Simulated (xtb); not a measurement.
## B₂H₄ (charge −1): frequency calculation

B₂H₄, charge −1, multiplicity 2, computed with GFN2-xTB (xtb 6.7.1).

The geometry was optimised with GFN2-xTB.

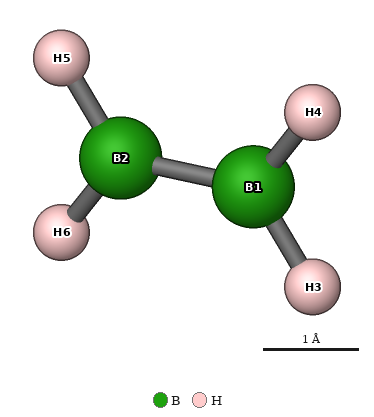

The structure as given in the input (ball-and-stick view, seen at a tilt; atoms are numbered from 1 in the order of the input).

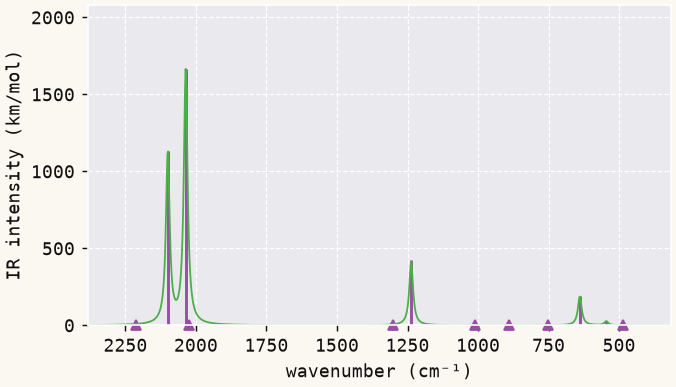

Harmonic infrared spectrum, unscaled: sticks (degenerate modes added up, dark ones marked on the axis) with a Lorentzian envelope of 16 cm⁻¹ full width, scaled to the tallest stick. 12 modes from 486 to 2214 cm⁻¹, none imaginary. The strongest line is at 2036 cm⁻¹ (1665 km/mol). All modes, in cm⁻¹ (km/mol): 486 (0.0), 545 (27), 639 (190), 751 (0.0), 889 (0.0), 1011 (0.0), 1237 (423), 1301 (0.0), 2023 (0.0), 2036 (1665), 2100 (1131), 2214 (0.0).

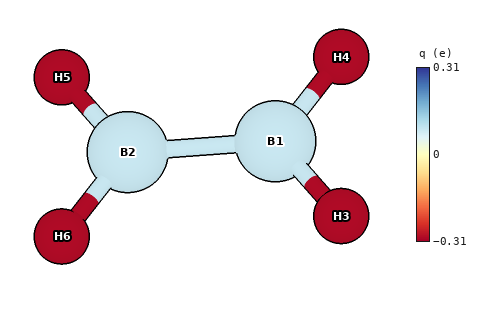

Mulliken charges, as the colour of each atom (ball-and-stick view, seen at a tilt; atoms are numbered from 1 in the order of the input). By element: B +0.09 and H −0.29 e.

The input and output of the run follow.

**The input (start.xyz)**
```
6

B     -0.17184    -0.77247    -0.02587
B      0.17178     0.77240     0.02584
H     -0.57797    -1.43860     0.92288
H     -0.07328    -1.48595    -1.02086
H      0.57794     1.43866    -0.92278
H      0.07337     1.48595     1.02080
```

**File xtb.inp**
```
$hess
   step=0.005
$end
```

Command:
```bash
xtb start.xyz -c -1 -u 1 --input xtb.inp --hess --gfn2 -P 1 | tee out.txt
```

**Log**
```
* xtb version 6.7.1
   ID    Z sym.   atoms
    1    5 B      1, 2
    2    1 H      3-6

           -------------------------------------------------
          |                Calculation Setup                |
           -------------------------------------------------

          program call               : xtb start.xyz -c -1 -u 1 --input xtb.inp --hess --gfn2 -P 1
          coordinate file            : start.xyz
          omp threads                :                     1

           -------------------------------------------------
          |                 G F N 2 - x T B                 |
           -------------------------------------------------

      * Hamiltonian:
        H0-scaling (s, p, d)           1.850000    2.230000    2.230000
        zeta-weighting                 0.500000
      * Dispersion:
        s8                             2.700000
        a1                             0.520000
        a2                             5.000000
        s9                             5.000000
      * Repulsion:
        kExp                           1.500000    1.000000
        rExp                           1.000000
      * Coulomb:
        alpha                          2.000000
        third order                    shell-resolved
        anisotropic                    true
        a3                             3.000000
        a5                             4.000000
        cn-shift                       1.200000
        cn-exp                         4.000000
        max-rad                        5.000000

          ...................................................
          :                      SETUP                      :
          :.................................................:
          :  # basis functions                  12          :
          :  # atomic orbitals                  12          :
          :  # shells                            8          :
          :  # electrons                        11          :
          :  max. iterations                   250          :
          :  Hamiltonian                  GFN2-xTB          :
          :  restarted?                      false          :
          :  GBSA solvation                  false          :
          :  PC potential                    false          :
          :  electronic temp.          300.0000000     K    :
          :  accuracy                    1.0000000          :
          :  -> integral cutoff          0.2500000E+02      :
          :  -> integral neglect         0.1000000E-07      :
          :  -> SCF convergence          0.1000000E-05 Eh   :
          :  -> wf. convergence          0.1000000E-03 e    :
          :  Broyden damping             0.4000000          :
          :  net charge                         -1          :
          :  unpaired electrons                  1          :
          ...................................................

 iter      E             dE          RMSdq      gap      omega  full diag
   1     -4.4276170 -0.442762E+01  0.134E+01    3.93       0.0  T
   2     -4.6297147 -0.202098E+00  0.887E+00    3.92       1.0  T
   3     -4.6478144 -0.180997E-01  0.457E+00    3.91       1.0  T
   4     -4.6497654 -0.195101E-02  0.473E-01    3.91       1.0  T
   5     -4.6497605  0.488117E-05  0.157E-01    3.90       1.0  T
   6     -4.6497709 -0.104024E-04  0.275E-02    3.90       1.5  T
   7     -4.6497723 -0.137824E-05  0.844E-03    3.90       4.8  T
   8     -4.6497724 -0.727833E-07  0.277E-03    3.90      14.7  T
   9     -4.6497724  0.305026E-07  0.440E-03    3.90       9.3  T
  10     -4.6497724 -0.480140E-07  0.657E-05    3.90     621.4  T
  11     -4.6497724 -0.109761E-10  0.187E-05    3.90    2187.9  T

   *** convergence criteria satisfied after 11 iterations ***

         #    Occupation            Energy/Eh            Energy/eV
      -------------------------------------------------------------
         1        2.0000           -0.2342231              -6.3735
         2        2.0000           -0.2167403              -5.8978
         3        2.0000           -0.1756048              -4.7784
         4        2.0000           -0.1519076              -4.1336
         5        2.0000           -0.1037637              -2.8236
         6        1.0000           -0.0187698              -0.5108 (HOMO)
         7                          0.1246711               3.3925 (LUMO)
         8                          0.3719077              10.1201
         9                          0.5476513              14.9024
        10                          0.5639392              15.3456
        11                          0.6318600              17.1938
        12                          0.8181073              22.2618
      -------------------------------------------------------------
                  HL-Gap            0.1434410 Eh            3.9032 eV
             Fermi-level           -0.0041581 Eh           -0.1131 eV

 SCC (total)                   0 d,  0 h,  0 min,  0.004 sec
 SCC setup                      ...        0 min,  0.000 sec (  3.495%)
 Dispersion                     ...        0 min,  0.000 sec (  1.315%)
 classical contributions        ...        0 min,  0.000 sec (  0.698%)
 integral evaluation            ...        0 min,  0.000 sec ( 10.240%)
 iterations                     ...        0 min,  0.003 sec ( 60.562%)
 molecular gradient             ...        0 min,  0.001 sec ( 19.417%)
 printout                       ...        0 min,  0.000 sec (  3.799%)

         :::::::::::::::::::::::::::::::::::::::::::::::::::::
         ::                     SUMMARY                     ::
         :::::::::::::::::::::::::::::::::::::::::::::::::::::
         :: total energy              -4.606795911425 Eh    ::
         :: gradient norm              0.000058930719 Eh/a0 ::
         :: HOMO-LUMO gap              3.903227263630 eV    ::
         ::.................................................::
         :: SCC energy                -4.649772308790 Eh    ::
         :: -> isotropic ES            0.174776205259 Eh    ::
         :: -> anisotropic ES          0.018530806811 Eh    ::
         :: -> anisotropic XC          0.000569938637 Eh    ::
         :: -> dispersion             -0.003813025478 Eh    ::
         :: repulsion energy           0.042976397364 Eh    ::
         :: add. restraining           0.000000000000 Eh    ::
         :: total charge              -1.000000000000 e     ::
         :::::::::::::::::::::::::::::::::::::::::::::::::::::

           -------------------------------------------------
          |                Numerical Hessian                |
           -------------------------------------------------
step length          :   0.00500
SCC accuracy         :   0.30000
Hessian scale factor :   1.00000
frozen atoms in %    :   0.00000    0
RMS gradient         :   0.00006
estimated CPU  time      0.00 min

writing file <hessian>.

 projected vibrational frequencies (cm⁻¹)
eigval :       -0.00    -0.00    -0.00     0.00     0.00     0.00
eigval :      485.88   545.39   639.27   751.13   889.47  1011.42
eigval :     1237.03  1300.71  2023.29  2036.46  2099.76  2213.83
           -------------------------------------------------
          |                Property Printout                |
           -------------------------------------------------

    * Orbital Energies and Occupations

         #    Occupation            Energy/Eh            Energy/eV
      -------------------------------------------------------------
         1        2.0000           -0.2342233              -6.3735
         2        2.0000           -0.2167405              -5.8978
         3        2.0000           -0.1756049              -4.7785
         4        2.0000           -0.1519077              -4.1336
         5        2.0000           -0.1037640              -2.8236
         6        1.0000           -0.0187701              -0.5108 (HOMO)
         7                          0.1246708               3.3925 (LUMO)
         8                          0.3719075              10.1201
Molecule has the following symmetry elements: (i) 3*(C2) 3*(sigma)
It seems to be the D2h point group
         9                          0.5476511              14.9023
        10                          0.5639390              15.3456
        11                          0.6318598              17.1938
        12                          0.8181070              22.2618
      -------------------------------------------------------------
                  HL-Gap            0.1434410 Eh            3.9032 eV
             Fermi-level           -0.0041584 Eh           -0.1132 eV

     #   Z          covCN         q      C6AA      α(0)
     1   5 B        2.792     0.088    19.985     7.472
     2   5 B        2.792     0.088    19.985     7.472
     3   1 H        0.909    -0.294    21.596     7.269
     4   1 H        0.909    -0.294    21.594     7.269
     5   1 H        0.909    -0.294    21.596     7.270
     6   1 H        0.909    -0.294    21.597     7.270

 Mol. C6AA /au·bohr⁶  :        757.353925
 Mol. C8AA /au·bohr⁸  :      14646.100494
 Mol. α(0) /au        :         44.022357

Wiberg/Mayer (AO) data.
largest (>0.10) Wiberg bond orders for each atom

 ---------------------------------------------------------------------------
     #   Z sym  total        # sym  WBO       # sym  WBO       # sym  WBO
 ---------------------------------------------------------------------------
     1   5 B    3.315 --     2 B    1.502     4 H    0.904     3 H    0.904
     2   5 B    3.315 --     1 B    1.502     5 H    0.904     6 H    0.904
     3   1 H    0.913 --     1 B    0.904
     4   1 H    0.913 --     1 B    0.904
     5   1 H    0.913 --     2 B    0.904
     6   1 H    0.913 --     2 B    0.904
 ---------------------------------------------------------------------------

Topologies differ in total number of bonds
Writing topology from bond orders to xtbtopo.mol

molecular dipole:
                 x           y           z       tot (Debye)
 q only:       -0.000      -0.000      -0.000
   full:       -0.000      -0.000      -0.000       0.000
molecular quadrupole (traceless):
                xx          xy          yy          xz          yz          zz
 q only:        5.600      -2.838      -6.275       1.449      -0.578       0.674
  q+dip:        3.612      -1.835      -4.065       0.930      -0.373       0.453
   full:        5.342      -2.568      -5.363       1.552      -0.546       0.021

           -------------------------------------------------
          |               Frequency Printout                |
           -------------------------------------------------
 projected vibrational frequencies (cm⁻¹)
eigval :       -0.00    -0.00    -0.00     0.00     0.00     0.00
eigval :      485.88   545.39   639.27   751.13   889.47  1011.42
eigval :     1237.03  1300.71  2023.29  2036.46  2099.76  2213.83
 reduced masses (amu)
   1:  6.29   2:  7.54   3:  5.31   4:  8.16   5:  6.42   6:  7.97   7:  1.01   8:  1.48
   9:  2.55  10:  4.94  11:  5.06  12:  7.16  13:  2.12  14:  4.09  15:  1.78  16:  2.08
  17:  1.44  18:  1.58
 IR intensities (km·mol⁻¹)
   1:  9.33   2: 27.23   3: 13.11   4: 31.79   5:  6.40   6: 26.08   7:  0.00   8: 26.63
   9:190.06  10:  0.00  11:  0.00  12:  0.00  13:423.07  14:  0.00  15:  0.00  16:******
  17:******  18:  0.00
 Raman intensities (Ä⁴*amu⁻¹)
   1:  0.00   2:  0.00   3:  0.00   4:  0.00   5:  0.00   6:  0.00   7:  0.00   8:  0.00
   9:  0.00  10:  0.00  11:  0.00  12:  0.00  13:  0.00  14:  0.00  15:  0.00  16:  0.00
  17:  0.00  18:  0.00
 output can be read by thermo (or use thermo option).
 writing <g98.out> molden fake output.
 recommended (thermochemical) frequency scaling factor: 1.0
           -------------------------------------------------
          |             Thermodynamic Functions             |
           -------------------------------------------------

d2h symmetry found (for desy threshold:  0.10E+00) used in thermo

          ...................................................
          :                      SETUP                      :
          :.................................................:
          :  # frequencies                          12      :
          :  # imaginary freq.                       0      :
          :  linear?                             false      :
          :  only rotor calc.                    false      :
          :  symmetry                              d2h      :
          :  rotational number                       4      :
          :  scaling factor                  1.0000000      :
          :  rotor cutoff                   50.0000000 cm⁻¹ :
          :  imag. cutoff                  -20.0000000 cm⁻¹ :
          :.................................................:

    mode    ω/cm⁻¹     T·S(HO)/kcal·mol⁻¹    T·S(FR)/kcal·mol⁻¹   T·S(vib)
   ------------------------------------------------------------------------
   ------------------------------------------------------------------------

   temp. (K)  partition function   enthalpy   heat capacity  entropy
                                   cal/mol     cal/K/mol   cal/K/mol   J/K/mol
 298.15  VIB   1.32                  489.091      5.359      2.188
         ROT   946.                  888.752      2.981     16.598
         INT  0.125E+04             1377.843      8.340     18.786
         TR   0.126E+27             1481.254      4.968     35.647
         TOT                        2859.0969    13.3083    54.4321   227.7438

       T/K    H(0)-H(T)+PV         H(T)/Eh          T*S/Eh         G(T)/Eh
   ------------------------------------------------------------------------
    298.15    0.455626E-02    0.392610E-01    0.258624E-01    0.133986E-01
   ------------------------------------------------------------------------

         :::::::::::::::::::::::::::::::::::::::::::::::::::::
         ::                  THERMODYNAMIC                  ::
         :::::::::::::::::::::::::::::::::::::::::::::::::::::
         :: total free energy          -4.593397322770 Eh   ::
         ::.................................................::
         :: total energy               -4.606795911426 Eh   ::
         :: zero point energy           0.034704764716 Eh   ::
         :: G(RRHO) w/o ZPVE           -0.021306176060 Eh   ::
         :: G(RRHO) contrib.            0.013398588656 Eh   ::
         :::::::::::::::::::::::::::::::::::::::::::::::::::::

           -------------------------------------------------
          | TOTAL ENERGY               -4.606795911426 Eh   |
          | TOTAL ENTHALPY             -4.567534885799 Eh   |
          | TOTAL FREE ENERGY          -4.593397322770 Eh   |
          | GRADIENT NORM               0.000058932925 Eh/α |
          | HOMO-LUMO GAP               3.903227394105 eV   |
           -------------------------------------------------

------------------------------------------------------------------------
------------------------------------------------------------------------
 total:
 *  cpu-time:     0 d,  0 h,  0 min,  0.114 sec
 * ratio c/w:     0.867 speedup
 SCF:
 *  cpu-time:     0 d,  0 h,  0 min,  0.004 sec
 * ratio c/w:     0.999 speedup
 analytical hessian:
 *  cpu-time:     0 d,  0 h,  0 min,  0.086 sec
 * ratio c/w:     0.981 speedup
```

**Standard error**
```
normal termination of xtb
```

**Results in brief**

- outcome: converged
- electrons treated: 11
- total energy: −4.606796 hartree
- dispersion energy: −0.003813 hartree
- basis functions: 12
- zero-point energy: 0.034705 hartree
- wavenumbers, lowest and highest: 486 and 2214 cm⁻¹
- hardware: 1 thread of Intel Xeon @ 2.50GHz (Skylake/Cascade Lake), 189 GiB of memory available, shared host
- peak memory: 0.071 GiB

**Remarks**

Settings chosen away from the usual ones: method = gfn2-xtb; task = frequencies; x = {"hess_step": 0.005}; geo = {"prev": "A"}. The record of the run, not the program, notes: no spin polarisation: high-spin states lie too high.
